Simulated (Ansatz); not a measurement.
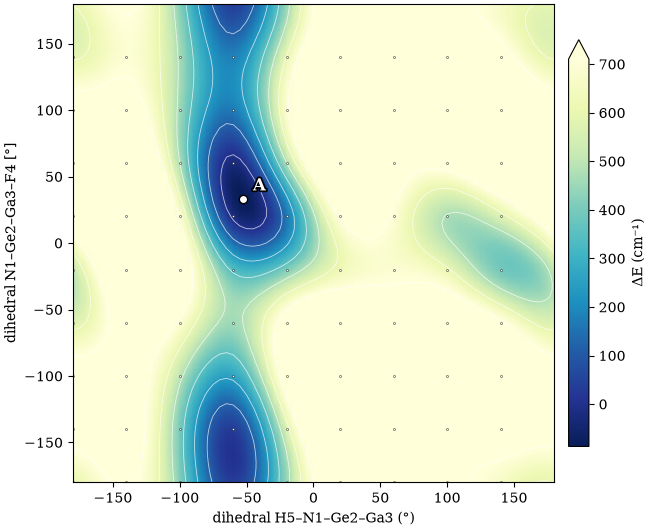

FGaGeH5N, SMILES [NH2][GeH2][GaH][F]. Coordinates scanned: (1) dihedral H5–N1–Ge2–Ga3; (2) dihedral N1–Ge2–Ga3–F4. Nothing is relaxed (all other coordinates rigid). The grid has 9 × 9 points. Points are written as (first, second). Energies: cm⁻¹, counted from the relaxed molecule at the same level. Theory: RKS wB97X-V/def2-SVP (Ansatz).

The picture shows a smooth colour map with a few white contour lines, dots at the grid points, one colour for all values above the top of the scale, the well A. Between grid points the surface is interpolated.

### Estimate the position of the minimum and the force constants in these coordinates. Take the well at A.

The interpolated minimum is at dihedral H5–N1–Ge2–Ga3 ≈ −53°, dihedral N1–Ge2–Ga3–F4 ≈ 33°. The curvatures there are about 0.32 eV/rad² and 0.13 eV/rad², with a cross term of about 0.093 eV/rad². Round the minimum the valley is somewhat tilted: raising dihedral H5–N1–Ge2–Ga3 shifts the best value of dihedral N1–Ge2–Ga3–F4 downwards (coupling k₁₂/√(k₁₁k₂₂) about 0.5). (1 eV is 8066 cm⁻¹.)
